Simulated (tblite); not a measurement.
## C₄H₅ClOSi: geometry relaxation

- system: C₄H₅ClOSi, SMILES Cl[SiH2]c1ccco1
- method: GFN2-xTB geometry optimisation, gas phase (tblite 0.8.0)

It belongs to a series of runs on one base structure; here: H on Si replaced by 2-furyl.

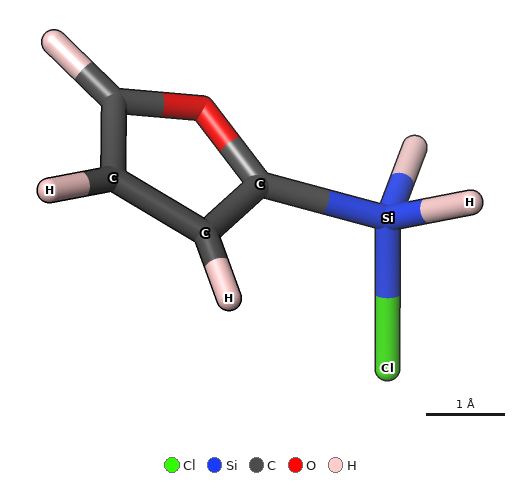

Fig. 1: The input geometry (stick view, seen at an oblique angle). Bond lengths as drawn: Cl–Si 2.09 Å, C–C 1.37 to 1.42 Å, C–H 1.06 to 1.10 Å, C–O 1.30 to 1.31 Å, C–Si 1.83 Å and H–Si 1.46 to 1.49 Å.

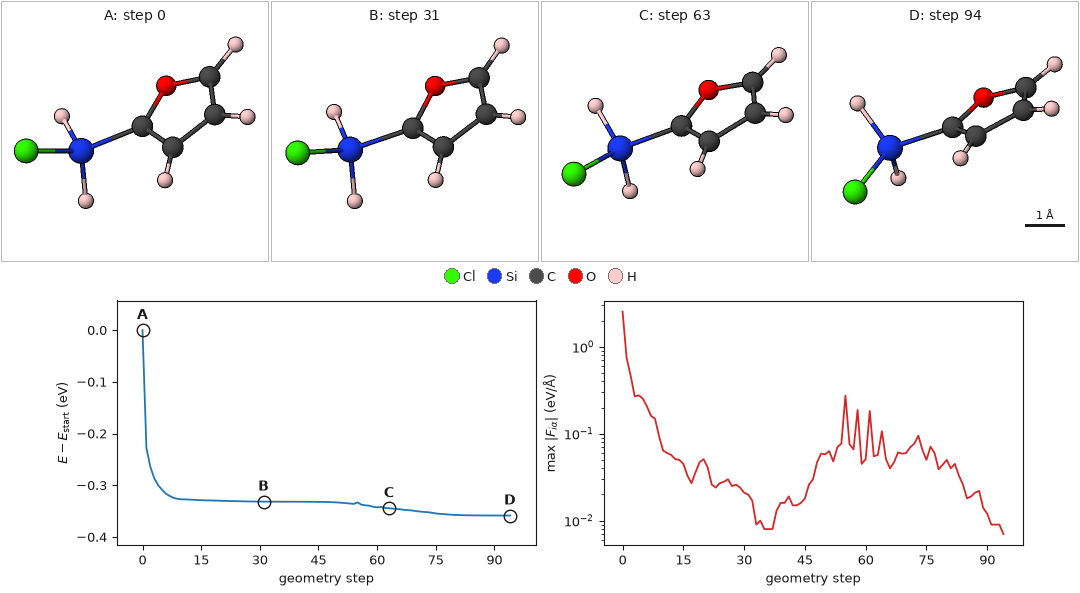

Fig. 2: Frames of the relaxation (ball-and-stick view, seen at a tilt) above the curves, on which the letters mark them (steps are counted from 0).

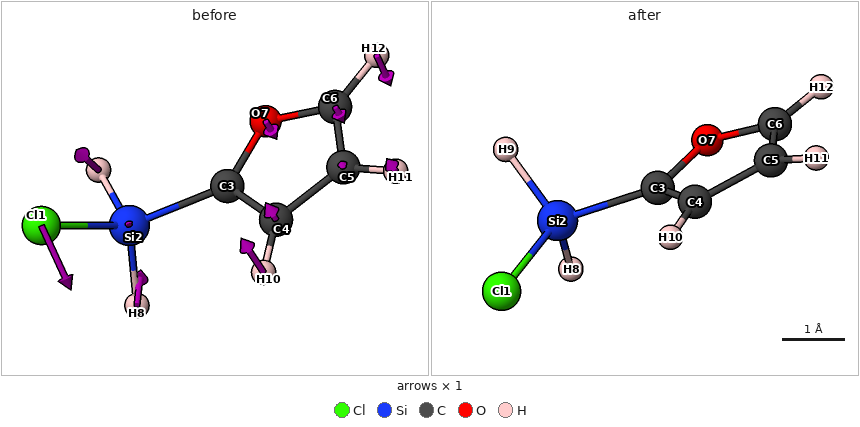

Fig. 3: Before (left) and after (right) the relaxation, at one scale (ball-and-stick view, seen at a tilt). The pink arrows give the displacements, at true length. After 94 geometry steps the energy has fallen by 0.359 eV. Largest force component: 2.5 eV/Å at the start, 0.007 eV/Å at the end. The largest move after the best rigid fit is that of Cl1, 1.20 Å. Largest moves by element: Cl 1.20 Å, H 0.89 Å, O 0.45 Å, C 0.41 Å, Si 0.11 Å. Distances before and after: Cl1–Si2 2.086 → 2.013 Å, C3–O7 1.305 → 1.357 Å, C3–C4 1.419 → 1.371 Å, Si2–C3 1.831 → 1.870 Å. Among the angles that change: Si2–C3–O7 125.8° → 117.5°, O7–C6–H12 124.8° → 117.4°, H8–Si2–H9 104.4° → 111.0°. (Atoms are counted from 1 in the order of the input.)

These pictures come from the run below.

**Input**
```
{"job": {"kind": "relax", "xc": "GFN2-xTB", "basis": "xTB"}, "charge": 0, "multiplicity": 1}
Cl     2.694400     1.831000     0.915700
Si     2.099100    -0.009000     0.133300
C      0.273000    -0.122800     0.065700
C     -0.607700     0.712300    -0.669400
C     -1.876500     0.212500    -0.381800
C     -1.747000    -0.859700     0.461200
O     -0.460900    -1.003100     0.689300
H      2.737000    -0.299000    -1.150400
H      2.619300    -1.063200     1.053200
H     -0.357700     1.538100    -1.287900
H     -2.834000     0.558900    -0.747400
H     -2.537900    -1.496600     0.892400
```

The first line tells a small driver script what to run in tblite; the rest is the geometry in Å.

Launched with:
```bash
OMP_NUM_THREADS=1 python <driver script> task.json out
```

**Output**
```
step      E/eV     max force
  0    -584.43545    3.308
  1    -584.66350    1.200
  2    -584.69974    0.553
  3    -584.72184    0.377
  4    -584.73542    0.396
  5    -584.74412    0.354
  6    -584.75190    0.266
  7    -584.75624    0.195
  8    -584.75993    0.179
  9    -584.76184    0.124
 10    -584.76251    0.070
 11    -584.76281    0.064
 12    -584.76309    0.058
 13    -584.76346    0.060
 14    -584.76389    0.061
 15    -584.76429    0.052
 16    -584.76455    0.036
 17    -584.76472    0.033
 18    -584.76488    0.037
 19    -584.76511    0.053
 20    -584.76540    0.062
 21    -584.76569    0.046
 22    -584.76587    0.031
 23    -584.76600    0.026
 24    -584.76612    0.036
 25    -584.76630    0.042
 26    -584.76651    0.043
 27    -584.76670    0.040
 28    -584.76681    0.031
 29    -584.76689    0.024
 30    -584.76697    0.025
 31    -584.76705    0.027
 32    -584.76711    0.018
 33    -584.76714    0.013
 34    -584.76716    0.013
 35    -584.76718    0.011
 36    -584.76719    0.010
 37    -584.76721    0.010
 38    -584.76723    0.014
 39    -584.76725    0.018
 40    -584.76729    0.019
 41    -584.76733    0.023
 42    -584.76738    0.017
 43    -584.76743    0.017
 44    -584.76748    0.020
 45    -584.76755    0.022
 46    -584.76764    0.030
 47    -584.76778    0.036
 48    -584.76799    0.054
 49    -584.76831    0.067
 50    -584.76877    0.079
 51    -584.76936    0.075
 52    -584.76999    0.059
 53    -584.77063    0.074
 54    -584.77148    0.089
 55    -584.76857    0.305
 56    -584.77305    0.098
 57    -584.77414    0.088
 58    -584.77491    0.212
 59    -584.77700    0.047
 60    -584.77812    0.051
 61    -584.77720    0.203
 62    -584.77934    0.058
 63    -584.77978    0.059
 64    -584.78055    0.127
 65    -584.78129    0.056
 66    -584.78193    0.041
 67    -584.78298    0.051
 68    -584.78359    0.064
 69    -584.78428    0.070
 70    -584.78543    0.082
 71    -584.78626    0.093
 72    -584.78696    0.102
 73    -584.78749    0.110
 74    -584.78858    0.081
 75    -584.78982    0.051
 76    -584.79062    0.075
 77    -584.79118    0.063
 78    -584.79183    0.047
 79    -584.79235    0.046
 80    -584.79285    0.055
 81    -584.79291    0.059
 82    -584.79333    0.052
 83    -584.79349    0.034
 84    -584.79360    0.027
 85    -584.79368    0.024
 86    -584.79373    0.025
 87    -584.79380    0.024
 88    -584.79386    0.025
 89    -584.79390    0.015
 90    -584.79393    0.014
 91    -584.79395    0.012
 92    -584.79396    0.010
 93    -584.79398    0.011
 94    -584.79399    0.008
```

**Trajectory as extended XYZ (Å, eV, eV/Å), 9 of the 95 frames kept, from step=0 to step=94**
```
12
Properties=species:S:1:pos:R:3:forces:R:3 step=0 energy=-584.43545
Cl    2.6944    1.8310    0.9157   -0.3120  -0.7920  -0.4650
Si    2.0991   -0.0090    0.1333    1.4760  -0.1610   0.9420
C     0.2730   -0.1228    0.0657   -1.4040   2.3140  -1.8510
C    -0.6077    0.7123   -0.6694    0.6440  -1.0800   0.9510
C    -1.8765    0.2125   -0.3818   -1.3880   0.3260  -0.4800
C    -1.7470   -0.8597    0.4612   -0.8180   0.5520  -0.4640
O    -0.4609   -1.0031    0.6893    0.6280  -2.5450   2.0180
H     2.7370   -0.2990   -1.1504   -0.0870   0.2860  -0.0940
H     2.6193   -1.0632    1.0532   -0.2260   0.3940  -0.1670
H    -0.3577    1.5381   -1.2879    0.1070   0.1960  -0.1440
H    -2.8340    0.5589   -0.7474    0.3170   0.0970  -0.0190
H    -2.5379   -1.4966    0.8924    1.0630   0.4110  -0.2270
12
Properties=species:S:1:pos:R:3:forces:R:3 step=12 energy=-584.76309
Cl    2.6691    1.7602    0.8548    0.0220   0.0340   0.0030
Si    2.1254   -0.0554    0.1713   -0.0210  -0.0180  -0.0180
C     0.2556   -0.0815    0.0412    0.0210   0.0120  -0.0200
C    -0.6196    0.7078   -0.6601    0.0100   0.0000  -0.0010
C    -1.9156    0.2158   -0.3950    0.0090   0.0060   0.0000
C    -1.7424   -0.8415    0.4471    0.0160   0.0140  -0.0060
O    -0.4447   -1.0290    0.7131    0.0360  -0.0050  -0.0060
H     2.7173   -0.2287   -1.1560   -0.0080  -0.0020   0.0130
H     2.5948   -1.0705    1.1064   -0.0570  -0.0090   0.0070
H    -0.3546    1.5391   -1.2839   -0.0340  -0.0320   0.0310
H    -2.8428    0.5937   -0.7749    0.0030  -0.0070   0.0050
H    -2.4412   -1.5107    0.9100    0.0020   0.0070  -0.0080
12
Properties=species:S:1:pos:R:3:forces:R:3 step=24 energy=-584.76612
Cl    2.6945    1.7621    0.8458    0.0120   0.0010   0.0020
Si    2.1255   -0.0496    0.1697   -0.0060  -0.0020   0.0100
C     0.2603   -0.0688    0.0297   -0.0190  -0.0100  -0.0110
C    -0.6243    0.7152   -0.6628   -0.0250   0.0010  -0.0040
C    -1.9148    0.2123   -0.3928   -0.0080   0.0010   0.0160
C    -1.7286   -0.8472    0.4438    0.0090   0.0100   0.0100
O    -0.4277   -1.0259    0.7009   -0.0110   0.0030   0.0020
H     2.7290   -0.2374   -1.1480    0.0180  -0.0140  -0.0070
H     2.5262   -1.0778    1.1206    0.0210  -0.0060   0.0150
H    -0.3692    1.5497   -1.2836   -0.0230   0.0150  -0.0030
H    -2.8482    0.5860   -0.7622    0.0100  -0.0090  -0.0030
H    -2.4216   -1.5194    0.9128    0.0220   0.0100  -0.0270
12
Properties=species:S:1:pos:R:3:forces:R:3 step=35 energy=-584.76718
Cl    2.7158    1.7558    0.8417    0.0000   0.0050  -0.0040
Si    2.1256   -0.0513    0.1705   -0.0040   0.0080   0.0000
C     0.2595   -0.0562    0.0192   -0.0020  -0.0050   0.0010
C    -0.6347    0.7252   -0.6651    0.0020  -0.0010   0.0000
C    -1.9201    0.2127   -0.3892   -0.0030   0.0020   0.0000
C    -1.7227   -0.8480    0.4424    0.0030  -0.0040  -0.0030
O    -0.4202   -1.0193    0.6914    0.0030  -0.0050   0.0030
H     2.7475   -0.2588   -1.1364   -0.0050  -0.0080  -0.0050
H     2.5113   -1.0748    1.1337    0.0040  -0.0030   0.0080
H    -0.3953    1.5646   -1.2856    0.0050   0.0080   0.0030
H    -2.8571    0.5791   -0.7551   -0.0060   0.0050  -0.0030
H    -2.4084   -1.5296    0.9065    0.0030  -0.0020  -0.0010
12
Properties=species:S:1:pos:R:3:forces:R:3 step=47 energy=-584.76778
Cl    2.7250    1.7650    0.8050    0.0050   0.0250  -0.0130
Si    2.1230   -0.0506    0.1740    0.0230  -0.0240  -0.0060
C     0.2588   -0.0506    0.0199    0.0150  -0.0070   0.0090
C    -0.6370    0.7384   -0.6530    0.0100  -0.0070   0.0000
C    -1.9199    0.2143   -0.3875   -0.0080   0.0180   0.0140
C    -1.7189   -0.8565    0.4301   -0.0050  -0.0200  -0.0300
O    -0.4160   -1.0281    0.6747   -0.0010   0.0090   0.0290
H     2.7330   -0.3056   -1.1303    0.0180   0.0090  -0.0020
H     2.5087   -1.0501    1.1628   -0.0050  -0.0030   0.0030
H    -0.3980    1.5898   -1.2577   -0.0090  -0.0040   0.0060
H    -2.8575    0.5814   -0.7494   -0.0250   0.0130  -0.0050
H    -2.3999   -1.5482    0.8853   -0.0170  -0.0080  -0.0050
12
Properties=species:S:1:pos:R:3:forces:R:3 step=59 energy=-584.77700
Cl    2.7732    1.8275    0.4050    0.0040   0.0320  -0.0220
Si    2.1211   -0.0640    0.1921   -0.0170  -0.0100   0.0090
C     0.2544   -0.0321    0.0792    0.0000  -0.0050  -0.0450
C    -0.6418    0.8169   -0.5168   -0.0150   0.0170   0.0080
C    -1.9189    0.2387   -0.3597   -0.0200  -0.0050   0.0200
C    -1.7149   -0.9249    0.3176    0.0190  -0.0240   0.0020
O    -0.4162   -1.0977    0.5843    0.0280  -0.0290  -0.0210
H     2.6888   -0.6105   -1.0427    0.0150   0.0090   0.0370
H     2.5119   -0.8371    1.3648    0.0170  -0.0210   0.0050
H    -0.4131    1.7448   -0.9995    0.0260   0.0150  -0.0040
H    -2.8559    0.6284   -0.6991   -0.0160   0.0200  -0.0120
H    -2.3874   -1.6907    0.6488   -0.0410   0.0010   0.0230
12
Properties=species:S:1:pos:R:3:forces:R:3 step=70 energy=-584.78543
Cl    2.7887    1.8205    0.0138   -0.0270  -0.0250   0.0190
Si    2.1173   -0.0672    0.2209    0.0070  -0.0120  -0.0250
C     0.2518   -0.0301    0.0903    0.0000  -0.0310  -0.0190
C    -0.6564    0.8792   -0.3881    0.0110  -0.0140  -0.0500
C    -1.9254    0.2646   -0.3162    0.0090  -0.0140  -0.0540
C    -1.7050   -0.9757    0.2011    0.0000  -0.0010   0.0260
O    -0.4038   -1.1642    0.4463    0.0090   0.0040   0.0370
H     2.6748   -0.8701   -0.8687    0.0140   0.0050   0.0010
H     2.5298   -0.6079    1.5137   -0.0120   0.0420   0.0080
H    -0.4311    1.8616   -0.7516   -0.0160  -0.0010   0.0210
H    -2.8658    0.6665   -0.6335    0.0060   0.0550   0.0600
H    -2.3736   -1.7779    0.4458    0.0000  -0.0100  -0.0250
12
Properties=species:S:1:pos:R:3:forces:R:3 step=82 energy=-584.79333
Cl    2.7377    1.7606   -0.3078    0.0170   0.0120   0.0020
Si    2.1188   -0.0789    0.2271   -0.0200   0.0450  -0.0170
C     0.2575   -0.0706    0.0537    0.0010  -0.0270  -0.0170
C    -0.6504    0.8937   -0.3016   -0.0120  -0.0050   0.0220
C    -1.9238    0.2865   -0.2671   -0.0100   0.0060  -0.0050
C    -1.7066   -1.0054    0.1061    0.0180   0.0450  -0.0120
O    -0.4021   -1.2305    0.3001    0.0060  -0.0240   0.0150
H     2.7251   -1.0576   -0.6705    0.0020  -0.0250  -0.0230
H     2.5150   -0.3261    1.6099    0.0080  -0.0070   0.0450
H    -0.4251    1.9111   -0.5468   -0.0010   0.0100  -0.0220
H    -2.8667    0.7418   -0.4916    0.0060   0.0060   0.0100
H    -2.3782   -1.8254    0.2625   -0.0170  -0.0350   0.0020
12
Properties=species:S:1:pos:R:3:forces:R:3 step=94 energy=-584.79399
Cl    2.7561    1.7704   -0.2686   -0.0020   0.0000   0.0000
Si    2.1187   -0.0742    0.2258   -0.0020  -0.0010   0.0050
C     0.2578   -0.0691    0.0448    0.0000   0.0000  -0.0040
C    -0.6527    0.8913   -0.3151    0.0030   0.0010   0.0040
C    -1.9257    0.2842   -0.2683    0.0010   0.0040  -0.0070
C    -1.7055   -1.0039    0.1154    0.0000  -0.0010   0.0030
O    -0.4000   -1.2269    0.3064    0.0000   0.0010  -0.0020
H     2.7225   -1.0424   -0.6875    0.0020  -0.0010  -0.0020
H     2.5037   -0.3488    1.6091    0.0000   0.0000  -0.0010
H    -0.4292    1.9051   -0.5791   -0.0010  -0.0020   0.0010
H    -2.8695    0.7390   -0.4891    0.0000   0.0000   0.0010
H    -2.3750   -1.8254    0.2801   -0.0010  -0.0030   0.0030
```

**Results in brief**

```tsv
quantity	value
outcome	converged
total energy	−584.7940 eV
hardware	1 CPU thread, shared host
wall time	0.52 s
peak memory	0.18 GiB
```
